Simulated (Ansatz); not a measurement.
**Al9H26P10 (charge +1): density, localisation and related maps**

The calculation's input:

```
crystal:
  periodic: [false, false, false]
  atoms:
    - {symbol: P, position_ang: [0.557674, -4.040628, -0.205436]}
    - {symbol: Al, position_ang: [0.703512, -4.277947, 2.276023]}
    - {symbol: P, position_ang: [0.688632, -1.785805, -3.523035]}
    - {symbol: Al, position_ang: [-1.139068, -0.657932, -4.705499]}
    - {symbol: Al, position_ang: [0.719077, -1.844280, -1.120456]}
    - {symbol: P, position_ang: [-1.174209, -0.676364, -0.281283]}
    - {symbol: P, position_ang: [0.668875, -1.886624, 2.770112]}
    - {symbol: Al, position_ang: [-1.367297, -0.787949, 2.156321]}
    - {symbol: P, position_ang: [-1.198591, 1.489557, -3.524142]}
    - {symbol: Al, position_ang: [-1.235365, 1.546732, -1.121759]}
    - {symbol: P, position_ang: [-3.214786, 2.512387, -0.207273]}
    - {symbol: P, position_ang: [-1.298530, 1.524852, 2.769438]}
    - {symbol: Al, position_ang: [-3.355791, 2.744381, 2.275148]}
    - {symbol: P, position_ang: [2.562826, -0.663924, -0.253994]}
    - {symbol: Al, position_ang: [2.731263, -0.865695, 2.145958]}
    - {symbol: Al, position_ang: [2.467708, 1.421391, -1.509179]}
    - {symbol: P, position_ang: [0.710384, 2.549624, -0.255190]}
    - {symbol: P, position_ang: [2.494801, 1.440097, 2.850738]}
    - {symbol: Al, position_ang: [0.617728, 2.798795, 2.144523]}
    - {symbol: H, position_ang: [-0.630908, -4.616730, -0.753229]}
    - {symbol: H, position_ang: [1.530573, -4.847228, -0.873769]}
    - {symbol: H, position_ang: [-0.674464, -4.950739, 2.715175]}
    - {symbol: H, position_ang: [2.187797, -4.824171, 2.500111]}
    - {symbol: H, position_ang: [0.626970, -3.153919, -3.943018]}
    - {symbol: H, position_ang: [1.999202, -1.459890, -3.984834]}
    - {symbol: H, position_ang: [-2.421201, -1.396684, -4.089269]}
    - {symbol: H, position_ang: [-0.757757, -0.438061, -6.233776]}
    - {symbol: H, position_ang: [-2.316071, -1.334979, -0.841696]}
    - {symbol: H, position_ang: [0.668581, -1.838954, 4.203550]}
    - {symbol: H, position_ang: [-2.700011, -1.557227, 2.563547]}
    - {symbol: H, position_ang: [-2.412902, 2.122238, -3.944887]}
    - {symbol: H, position_ang: [-0.259160, 2.459712, -3.986032]}
    - {symbol: H, position_ang: [-4.311979, 1.782847, -0.762780]}
    - {symbol: H, position_ang: [-3.414672, 3.763515, -0.869541]}
    - {symbol: H, position_ang: [-1.257676, 1.501456, 4.202909]}
    - {symbol: H, position_ang: [-4.624607, 1.877164, 2.703073]}
    - {symbol: H, position_ang: [-3.096667, 4.303068, 2.509851]}
    - {symbol: H, position_ang: [3.687890, -1.376069, -0.783153]}
    - {symbol: H, position_ang: [4.080978, -1.547745, 2.636052]}
    - {symbol: H, position_ang: [1.702601, 0.980808, -2.871649]}
    - {symbol: H, position_ang: [3.847517, 2.217016, -1.490962]}
    - {symbol: H, position_ang: [0.658758, 3.879992, -0.784748]}
    - {symbol: H, position_ang: [2.533320, 1.462165, 4.280882]}
    - {symbol: H, position_ang: [3.712827, 2.142575, 2.583935]}
    - {symbol: H, position_ang: [0.702239, 4.309163, 2.633231]}
basis:
  gaussian: {orbitals: def2-TZVP, fitting: {mean_field: def2-universal-jkfit}, initial_orbitals: start.molden}
total_charge: 1
hamiltonian: {xc: pbe0, dispersion: d4}
scf: {omitted_lower_state_checks: [starts]}
output: {forces: true, orbitals: {seedname: orbitals}}
```

Run with:

```sh
ansatz run in.yaml --threads 2 --pin off --events-out ev --progress --plain --max-ram 32768MiB --backend cuda --devices 0, --max-vram 18GiB
```

Geometry: PBE-D4/def2-SVP.

All numbers below come from RKS PBE0-D4/def2-TZVP (Ansatz 0.2.0).

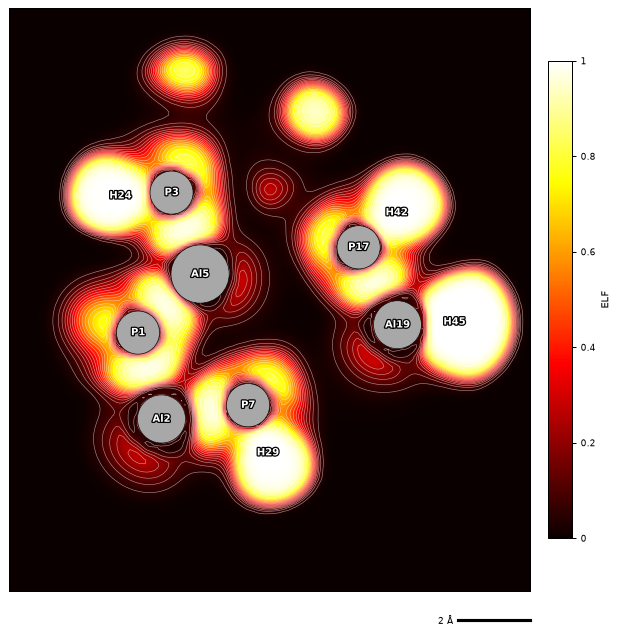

Figure 1. Electron localisation function on the plane of atoms Al2, P7 and H29. Grey discs cover the atomic cores.

> Describe what can be read from this map.

- The section cuts through P, Al and H sites.
- P–H (1.43 Å): the ELF climbs to about 1 towards the hydrogen, as it does in any bond to H.
- Al–P (2.38 Å): the ELF peaks at about 1 between the atoms, as expected for localised, covalent bonding.
- Al–P (2.44 Å): the ELF peaks at about 0.95 between the atoms, as expected for a covalent bond.
- Al–P (2.50 Å): the ELF peaks at about 1 between the atoms; localised, covalent bonding.
- Al–H (1.59 Å): the ELF climbs to about 1 towards the hydrogen.

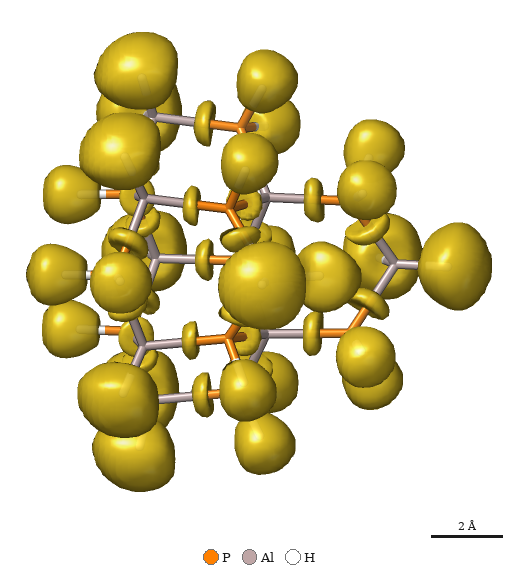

Figure 2. Isosurface of the electron localisation function at 0.9 (yellow), seen at a tilt. Core shells and regions of very low density are left out.

> What do the ELF domains correspond to?

The ELF exceeds this value in 25 regions between bonded Al–P atoms (shared pairs) and 26 regions around hydrogen nuclei.


Al–P (2.35 Å): the ELF peaks at about 0.95 between the atoms, as expected for a covalent bond.

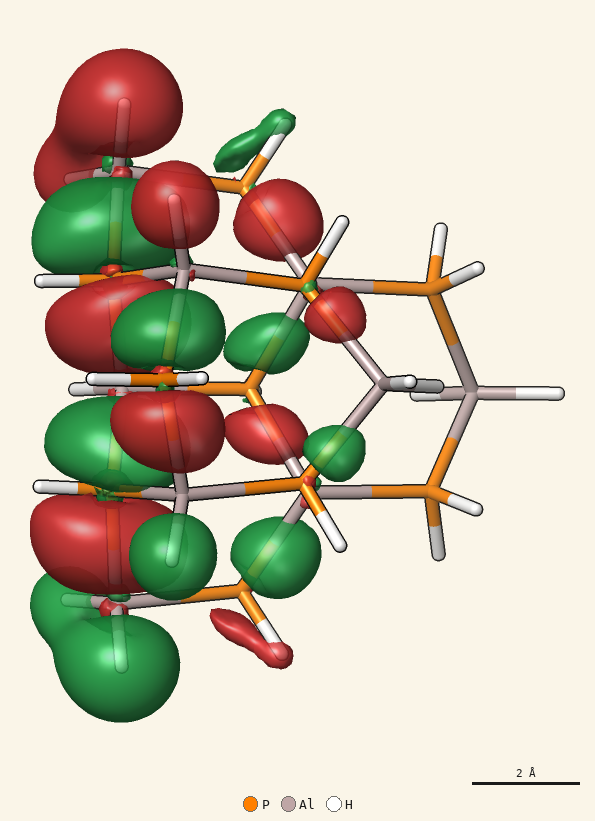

Figure 3. The HOMO at ±0.05 Å⁻³ᐟ² (green and red are the two phases), seen at a tilt.

> Where does this orbital lie, and at what energy?

It lies mainly on P7 (about 20 %), P12 (about 20 %), Al2 (about 10 %) and Al13 (about 10 %). Its energy is −9.99 eV.
